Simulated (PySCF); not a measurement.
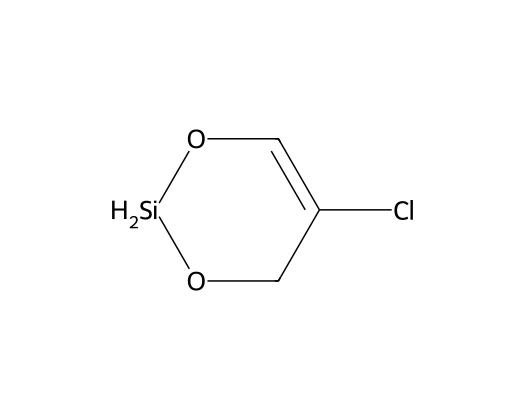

(Drawn from a calculation with PySCF.)

A structural formula.

Q: Give its SMILES.

A: ClC1=CO[SiH2]OC1

Q: Give the formula, hydrogens included.

A: C3H5ClO2Si.

Q: An optimisation with PBE0-D3(BJ)/def2-SVP gave a structure of which point group?

A: C1.
